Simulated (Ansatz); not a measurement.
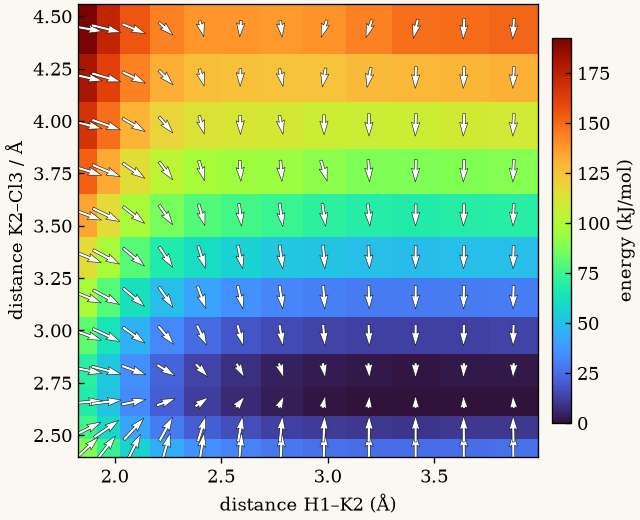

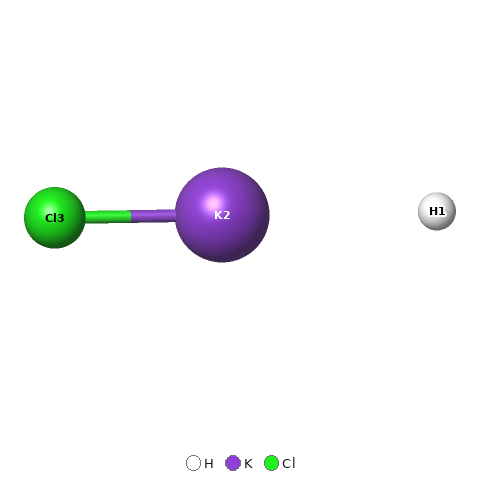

Energy landscape of the system H + KCl, spin multiplicity 2. The first coordinate is: distance H1–K2; the second: distance K2–Cl3. Nothing is relaxed (the angle H1–K2–Cl3 is fixed at 180 degrees). The grid has 12 × 12 points. All energies are given in kJ/mol relative to the lowest grid point. Level of theory: UKS PBE0-D4/def2-SVPD (Ansatz).

The picture shows one coloured cell a grid point, arrows along the force (downhill), their lengths compressed. The second picture is the structure at the lowest point.

> Describe this landscape.

The lowest grid point is at distance H1–K2 = 3.413 Å, distance K2–Cl3 = 2.658 Å. It is the only kind of minimum in the scanned range. The highest grid point, distance H1–K2 = 1.872 Å, distance K2–Cl3 = 4.440 Å, lies 192 kJ/mol above the lowest.

The input of one point:

```yaml
crystal:
  periodic: [false, false, false]
  atoms:
    - { symbol: H, position_ang: [-3.413, 0.0, 0.0] }
    - { symbol: K, position_ang: [0.0, 0.0, 0.0] }
    - { symbol: Cl, position_ang: [2.658, 0.0, 0.0] }
magnetization:
  spin_polarized: true
  initial_magnetization: 1
basis:
  gaussian: { orbitals: def2-SVPD }
hamiltonian:
  xc: pbe0
  dispersion: d4
output:
  forces: true
```

The whole map (144 points run) took 26 min on 1 thread of Arm Neoverse V1, with other jobs on the host.
